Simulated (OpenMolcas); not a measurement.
# BBrCl2 (bromodichloroborane): RI-MP2/def2-TZVPP (RICD fitting, fitting threshold 1e-05)

Wanted: the energy of BBrCl2 (bromodichloroborane). 

The calculation is run with OpenMolcas 26.06.

## (1) Starting point

BBrCl2: 4 atoms, total charge 0, spin state singlet. SMILES: `ClB(Cl)Br`. The coordinates come from a PBE0-D4/def2-TZVP relaxation.

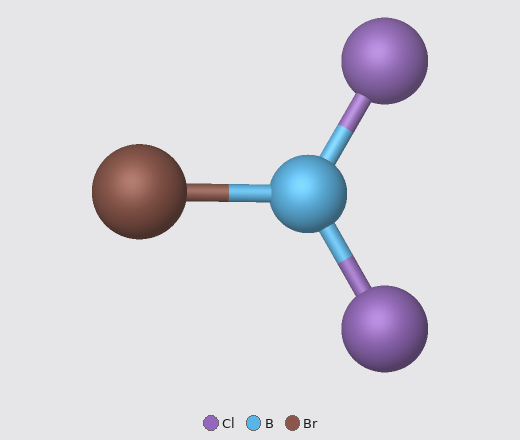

Viewed from a chosen angle; chlorine purple, boron blue, bromine brown.

## (2) A single-point energy at RI-MP2/def2-TZVPP (RICD fitting, fitting threshold 1e-05)

The input, job.inp:

```
* BBrCl2 RI-MP2
&GATEWAY
BasLib=$CurrDir
Coord
4
angstrom
Cl       0.582100       0.666000       1.510800
B        0.037200      -0.038100       0.022100
Cl       0.444300      -1.679200      -0.365600
Br      -1.008100       0.991100      -1.187600
Basis=def2-TZVPP
Group=NoSym
RICD
aCD
CDThreshold=1e-05
&SEWARD
&SCF
PrOrbitals=0
&MBPT2
Frozen=20
```

The basis set def2-TZVPP is read from a file made from the Basis Set Exchange's data (not shown).

Launch:

```
$ export MOLCAS_MEM=1860
$ pymolcas job.inp > job.log
```

What it wrote:

```text
--- Start Module: gateway ---

                                              &GATEWAY

                       available to each process: 1.9 GB of memory, 1 thread

 Basis Set     1 Label: CL.DEF2-TZVPP
 Basis set is read from library:.
 basistype.tbl is not found

 Basis Set     2 Label: B.DEF2-TZVPP
 Basis set is read from library:.
 basistype.tbl is not found

 Basis Set     3 Label: CL.DEF2-TZVPP
 Basis set is read from library:.
 basistype.tbl is not found

 Basis Set     4 Label: BR.DEF2-TZVPP
 Basis set is read from library:.
 basistype.tbl is not found

++    Symmetry information:
      ---------------------

                    Character Table for C1

                             E
                    a        1  x, y, xy, Rz, z, xz, Ry, yz, Rx, I
--

++    Basis set information:
      ----------------------

      Basis set label: CL.DEF2-TZVPP.........

      Electronic valence basis set:
      ------------------
      Associated Effective Charge  17.000000 au
      Associated Actual Charge     17.000000 au
      Nuclear Model: Point charge

      Shell  nPrim  nBasis  Cartesian Spherical Contaminant
         s      14       5        X
         p       9       5        X
         d       3       3                 X
         f       1       1                 X

      Basis set label: B.DEF2-TZVPP.........

      Electronic valence basis set:
      ------------------
      Associated Effective Charge   5.000000 au
      Associated Actual Charge      5.000000 au
      Nuclear Model: Point charge

      Shell  nPrim  nBasis  Cartesian Spherical Contaminant
         s      11       5        X
         p       6       3        X
         d       2       2                 X
         f       1       1                 X

      Basis set label: CL.DEF2-TZVPP.........

      Electronic valence basis set:
      ------------------
      Associated Effective Charge  17.000000 au
      Associated Actual Charge     17.000000 au
      Nuclear Model: Point charge

      Shell  nPrim  nBasis  Cartesian Spherical Contaminant
         s      14       5        X
         p       9       5        X
         d       3       3                 X
         f       1       1                 X

      Basis set label: BR.DEF2-TZVPP.........

      Electronic valence basis set:
      ------------------
      Associated Effective Charge  35.000000 au
      Associated Actual Charge     35.000000 au
      Nuclear Model: Point charge

      Shell  nPrim  nBasis  Cartesian Spherical Contaminant
         s      17       6        X
         p      13       5        X
         d       8       4                 X
         f       1       1                 X
--

++    Molecular structure info:
      -------------------------

                    ************************************************
                    **** Cartesian Coordinates / bohr, angstrom ****
                    ************************************************

     Center  Label                x              y              z                     x              y              z
        1      CL1              1.100010       1.258558       2.854998              0.582100       0.666000       1.510800
        2      B2               0.070298      -0.071999       0.041763              0.037200      -0.038100       0.022100
        3      CL3              0.839605      -3.173228      -0.690884              0.444300      -1.679200      -0.365600
        4      BR4             -1.905033       1.872908      -2.244239             -1.008100       0.991100      -1.187600

                    ***************************************
                    *    InterNuclear Distances / bohr    *
                    ***************************************

               1 CL1           2 B2            3 CL3           4 BR4
    1 CL1      0.000000
    2 B2       3.277953        0.000000
    3 CL3      5.681709        3.278144        0.000000
    4 BR4      5.950624        3.593104        5.950583        0.000000

                    *******************************************
                    *    InterNuclear Distances / angstrom    *
                    *******************************************

               1 CL1           2 B2            3 CL3           4 BR4
    1 CL1      0.000000
    2 B2       1.734618        0.000000
    3 CL3      3.006631        1.734719        0.000000
    4 BR4      3.148935        1.901389        3.148913        0.000000
--

            Nuclear Potential Energy            351.40922904 au

--- Stop Module: gateway /rc=_RC_ALL_IS_WELL_ ---

--- Start Module: seward ---

                                              &SEWARD

                       available to each process: 1.9 GB of memory, 1 thread

               SEWARD will generate:
                  Multipole Moment integrals up to order  2
                  Kinetic Energy integrals
                  Nuclear Attraction integrals (point charge)
                  One-Electron Hamiltonian integrals
                  Velocity integrals
                  Orbital angular momentum around ( -0.5113   0.5008  -0.6316 )
                  Velocity quadrupole around ( -0.5113   0.5008  -0.6316 )
                  RI decomposed two-electron repulsion integrals stored Cholesky style
                   - aCD auxiliary basis
                   - CD Threshold:   1.00E-05

                   Integrals are discarded if absolute value <: 1.00E-14
                   Integral cutoff threshold is set to       <: 1.00E-16

            Nuclear Potential Energy            351.40922904 au

      Basis set specifications :
      Symmetry species         a
      Basis functions          163

--- Stop Module: seward /rc=_RC_ALL_IS_WELL_ ---
--- Module seward spent 5 seconds ---

--- Start Module: scf ---

                                                &SCF

                       available to each process: 1.9 GB of memory, 1 thread

++    Input section:
      --------------

      Header of the integral files:

      Cartesian coordinates in angstrom:
      -----------------------------------------------------
      No.  Label        X            Y            Z
      -----------------------------------------------------
       1   CL1        0.58210000   0.66600000   1.51080000
       2   B2         0.03720000  -0.03810000   0.02210000
       3   CL3        0.44430000  -1.67920000  -0.36560000
       4   BR4       -1.00810000   0.99110000  -1.18760000
      -----------------------------------------------------
      Nuclear repulsion energy =  351.40922904
--

++    Orbital specifications:
      -----------------------

      Symmetry species               1
                                     a
      Frozen orbitals                0
      Occupied orbitals             37
      Secondary orbitals           126
      Deleted orbitals               0
      Total number of orbitals     163
      Number of basis functions    163
--

      Molecular charge                           0.000

++    Optimization specifications:
      ----------------------------

      SCF Algorithm: LK-RI/DF
      LK screening threshold:                     4.50E-02
      Local-Exchange (LK) algorithm.
       - the density matrix is decomposed
      The actual AO density is used
      Number of density matrices in core                 5
      Maximum number of NDDO SCF iterations            400
      Maximum number of HF SCF iterations              400
      Threshold for SCF energy change             1.00E-09
      Threshold for density matrix                1.00E-04
      Threshold for Fock matrix                   1.50E-04
      Threshold for linear dependence             1.00E-09
      Threshold at which DIIS is turned on        1.50E-01
      Maximum depth in the DIIS procedure                5
      Maximum depth in the BFGS Hessian update          30
      Threshold at which QNR/C2DIIS is turned on  7.50E-02
      Threshold for Norm(delta) (QNR/C2DIIS)      1.00E-03
      All orbitals punched on: SCFORB
--

      Input vectors read from INPORB
      Orbital file label: *Guess orbitals

++ Convergence information
                                   SCF        iterations: Energy and convergence statistics

Iter     Tot. SCF        One-elec.       Two-elec.     Energy      Max Dij or  Max Fij      DNorm      TNorm      AccCon     Time
         Energy          Energy          Energy        Change      Delta Norm                                                in Sec.

 The total and one-electron energies are shifted by a value of      3000. a.u.

   1  -515.888569007 -2584.628170623  1717.330372581   0.00E+00    2.82E-01*   1.68E+00*    1.25E+01   4.97E+02   None         1.
   2  -516.142007540 -2587.664726224  1720.113489648  -2.53E-01*   2.74E-01*   1.12E-01*    1.25E+01   4.99E+02   EDIIS        1.
   3  -516.198692204 -2586.661856471  1719.053935231  -5.67E-02*   6.57E-02*   4.23E-02*    1.25E+01   4.98E+02   EDIIS        1.
   4  -516.245322102 -2587.005646316  1719.351095179  -4.66E-02*   2.21E-02*   1.39E-02*    1.25E+01   4.98E+02   c2DIIS       1.
   5  -516.249210541 -2586.962729316  1719.304289739  -3.89E-03*   7.98E-03*   2.79E-03*    1.25E+01   4.98E+02   QNRc2DIIS    1.
   6  -516.249357818 -2586.947764184  1719.289177330  -1.47E-04*   7.61E-03*   1.67E-03*    1.25E+01   4.98E+02   QNRc2DIIS    1.
   7  -516.249396825 -2586.953301946  1719.294676085  -3.90E-05*   8.83E-04    3.71E-04*    1.25E+01   4.98E+02   QNRc2DIIS    1.
   8  -516.249399107 -2586.951381673  1719.292753530  -2.28E-06*   2.83E-04    5.50E-05     1.25E+01   4.98E+02   QNRc2DIIS    1.
   9  -516.249399218 -2586.950155455  1719.291527201  -1.11E-07*   2.63E-05    8.59E-06     1.25E+01   4.98E+02   QNRc2DIIS    1.
  10  -516.249399220 -2586.951345853  1719.292717597  -1.93E-09*   9.22E-06    2.72E-06     1.25E+01   4.98E+02   QNRc2DIIS    1.
  11  -516.249399220 -2586.951206841  1719.292578585  -1.82E-10    4.79E-06    6.87E-07     1.25E+01   4.98E+02   QNRc2DIIS    1.

       Convergence after  11 Iterations
--

 *****************************************************************************************************************************
 *                                             SCF/KS-DFT Program, Final results                                             *
 *                                                       Final Results                                                       *
 *****************************************************************************************************************************

::    Total SCF energy                              -3516.2493992201
      One-electron energy                           -5586.9512068414
      Two-electron energy                            1719.2925785854
      Nuclear repulsion energy                        351.4092290359
      Kinetic energy (interpolated)                  3516.2589272134
      Virial theorem                                    0.9999972903
      Total spin, S(S+1)                                0.0000000000
      Total spin, S                                     0.0000000000
      Max non-diagonal density matrix element           0.0000042906
      Max non-diagonal Fock matrix element              0.0000004314

      No orbitals printed

++    Molecular charges:
      ------------------

      Mulliken charges per centre
      ---------------------------

                CL1     B2      CL3     BR4
      Total   17.1029  4.7065 17.1030 35.0877

      N-E     -0.1029  0.2935 -0.1030 -0.0877

      Total electronic charge=   74.000000

      Total            charge=   -0.000000
--

++    Molecular properties:
      ---------------------

      Charge (e):
                      =   -0.0000
      Dipole Moment (debye):
      Origin of the operator (angstrom)=   -0.2706    0.2650   -0.3342
                   X=  5.3605E-02               Y= -5.2563E-02               Z=  6.2639E-02           Total=  9.7775E-02
      Quadrupole Moment (debye*angstrom):
      Origin of the operator (angstrom)=   -0.2706    0.2650   -0.3342
                  XX= -4.8612E+01              XY=  2.1150E-01              XZ= -3.3651E-01              YY= -4.9367E+01
                  YZ= -3.1592E-01              ZZ= -4.9186E+01
      In traceless form (debye*angstrom)
                  XX=  6.6460E-01              XY=  3.1725E-01              XZ= -5.0477E-01              YY= -4.6800E-01
                  YZ= -4.7389E-01              ZZ= -1.9660E-01
--

--- Stop Module: scf /rc=_RC_ALL_IS_WELL_ ---
--- Module scf spent 11 seconds ---

--- Start Module: mbpt2 ---

                                               &MBPT2

                       available to each process: 1.9 GB of memory, 1 thread

WARNING!
Default frozen orbitals as non valence orbitals is overwritten by user input.
Default values:  25

      Cartesian coordinates in angstrom:
      -----------------------------------------------------
      No.  Label        X            Y            Z
      -----------------------------------------------------
       1   CL1        0.58210000   0.66600000   1.51080000
       2   B2         0.03720000  -0.03810000   0.02210000
       3   CL3        0.44430000  -1.67920000  -0.36560000
       4   BR4       -1.00810000   0.99110000  -1.18760000
      -----------------------------------------------------
      Nuclear repulsion energy =  351.40922904

      Contents of RUNFILE file:
      -------------------------

      Symmetry species                           1
                                                 a
      Number of basis functions                163
      Frozen occupied orbitals                  20
      Active occupied orbitals                  17
      Active external orbitals                 126
      Deleted external orbitals                  0

      Reference numbers of frozen occupied orbitals according to the original input sequence
      symmetry species 1                        1  2  3  4  5  6  7  8  9 10 11 12 13 14 15 16 17 18 19 20

      Energies of the active occupied orbitals

      symmetry species 1                    -3.208753     -3.206822     -3.205315     -3.200531     -3.200441
                                            -1.169672     -1.121517     -1.042706     -0.697403     -0.605508
                                            -0.587824     -0.546335     -0.484585     -0.480353     -0.478612
                                            -0.444898     -0.430033

      Energies of the active external orbitals

      symmetry species 1                     0.071765      0.131000      0.173265      0.204596      0.208175
                                             0.212736      0.240750      0.257764      0.339161      0.357054
                                             0.373904      0.375401      0.399520      0.416221      0.433114
                                             0.435522      0.450427      0.497429      0.501219      0.533624
                                             0.564284      0.572753      0.593063      0.599958      0.641729
                                             0.708852      0.712913      0.733739      0.779389      0.786184
                                             0.804930      0.864159      0.902755      0.984616      1.002880
                                             1.007663      1.123341      1.123983      1.163822      1.215975
                                             1.238446      1.268651      1.357744      1.381763      1.488969
                                             1.575934      1.588181      1.600077      1.601905      1.781382
                                             1.789150      1.792217      1.862056      1.863098      1.884248
                                             1.887390      1.889428      1.926163      1.961161      1.981602
                                             1.992929      2.025732      2.028848      2.066101      2.084747
                                             2.092271      2.097674      2.125548      2.155068      2.157366
                                             2.161002      2.224411      2.224946      2.240886      2.316636
                                             2.363270      2.373626      2.384082      2.389120      2.420684
                                             2.452496      2.528804      2.565264      2.573700      2.576040
                                             2.589230      2.617348      2.693711      2.707985      2.851732
                                             2.856034      2.885445      2.907884      3.018481      3.073476
                                             3.202880      3.257953      3.292876      3.534626      3.614835
                                             3.654769      4.435359      4.445850      4.540156      4.618201
                                             4.723812      8.114360      8.630077      8.638250      8.655981
                                             8.661591      8.734433      8.738608      8.783095      8.812088
                                             8.830285      8.862967     11.482774     11.525023     11.532271
                                            11.636810     12.031573     12.035751     15.025914     25.914640
                                            25.951464

      ********************************************************************************************************
      *                                               Results                                                *
      ********************************************************************************************************

       SCF energy                           =    -3516.2493992201 a.u.
       Second-order correlation energy      =       -0.7485207355 a.u.
       ( Opposite-Spin contribution         =       -0.5399125126 )

       Total energy                         =    -3516.9979199557 a.u.

       Reference weight ( Cref**2 )         =        0.79846

::    Total MBPT2 energy                            -3516.9979199557

       Zeroth-order energy (E0)             =    -1796.9568206348 a.u.

       Shanks-type energy S1(E)             =    -3516.9982459777 a.u.

--- Stop Module: mbpt2 /rc=_RC_ALL_IS_WELL_ ---

.##################.
.# Happy landing! #.
.##################.

    Timing: Wall=18.81 User=17.84 System=0.93
```

Wall time 19 s (1 thread of Arm Neoverse V1, shared host); peak memory 0.16 GiB.

## (3) Summary of results

Level: RI-MP2/def2-TZVPP (RICD fitting, fitting threshold 1e-05), 20 core orbitals frozen.

```
                                    quantity           value
                                total energy  -3516.99792 Eh
          dipole moment (mean-field density)          0.10 D
         HOMO energy (Hartree–Fock orbitals)       -11.70 eV
         LUMO energy (Hartree–Fock orbitals)         1.95 eV
       HOMO–LUMO gap (Hartree–Fock orbitals)        13.65 eV
correlation energy (20 core orbitals frozen)      -748.5 mEh
```
